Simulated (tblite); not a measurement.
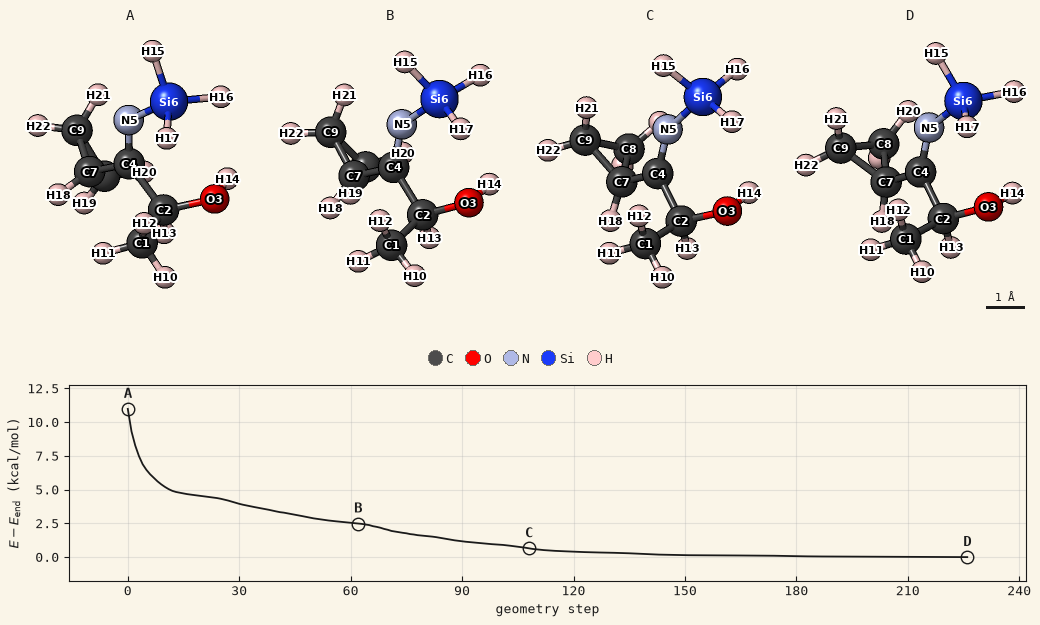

Frames of a relaxation of C$_{6}$H$_{13}$NOSi, marked on the history of the run. A ball-and-stick model, seen from a free direction.

Theory: tblite 0.8.0, GFN2-xTB geometry optimisation, gas phase. 

Q: Describe the path.

A: The largest moves after the best rigid fit, 1.71 Å, are those of H20 and H21. By element the largest moves are H 1.71 Å, C 0.86 Å, N 0.73 Å, O 0.63 Å, Si 0.59 Å. Near-neighbour distances that change, for instance: Si6–H16 1.496 → 1.467 Å, C4–N5 1.283 → 1.255 Å, Si6–H15 1.490 → 1.467 Å, C4–C7 1.497 → 1.475 Å. Bond angles that change, for instance: N5–Si6–H17 109.8° → 119.9°, C4–N5–Si6 124.5° → 134.4°, N5–Si6–H15 108.3° → 100.3°. Groups turn about C4–C7 by about 80°, N5–Si6 by about 20°. Over 226 geometry steps the energy falls by 11.0 kcal/mol. From step 0 to 62: H17 moves most (0.96 Å), energy −8.50 kcal/mol. From step 62 to 108: H20 moves most (0.86 Å), energy −1.84 kcal/mol. From step 108 to 226: H16 moves most (0.86 Å), energy −0.65 kcal/mol.
